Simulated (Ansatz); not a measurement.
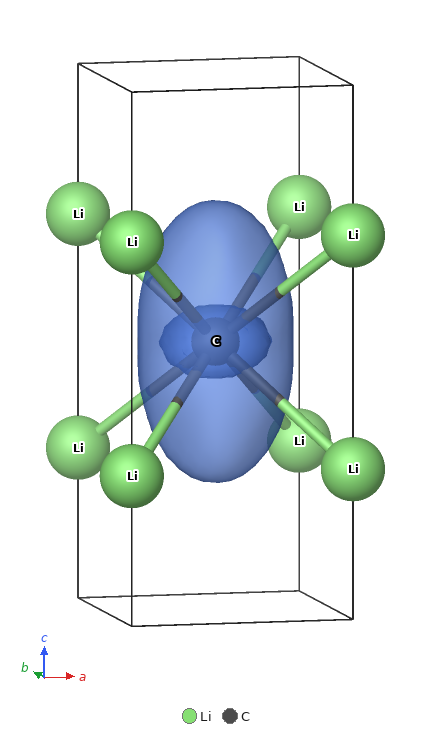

The picture shows: Li2C. Isosurface of the ELF at 0.7 (blue), seen slightly off an axis. Core shells and regions of very low density are left out. Sticks mark near contacts.

Space group P4/mmm; started from the random prototype, which need not be the ambient phase.

All numbers below come from DFT PBE, scalar-relativistic, plane waves, PAW (Ansatz).

Core electrons are frozen (PAW), and the valence fields are smoothed inside the atomic spheres.

```xyz
3
Lattice="2.4291 0.0000 0.0000 0.0000 2.4291 0.0000 0.0000 0.0000 5.7501" Properties=species:S:1:pos:R:3 pbc="T T T"
Li    0.0000    0.0000    1.6172
Li    0.0000    0.0000    4.1330
C     1.2145    1.2145    2.8751
```

What do the ELF domains correspond to?

At this value the surface marks out one region wrapped around C (its valence shell), counted in one cell of 3 atoms. Regions shared between cells count once. Along the contacts the grid gives the following. Li–C (2.13 Å): the ELF peaks at about 0.80 in the valence shell of C, 0.7 Å from its nucleus, and is about 0.60 at the midpoint.
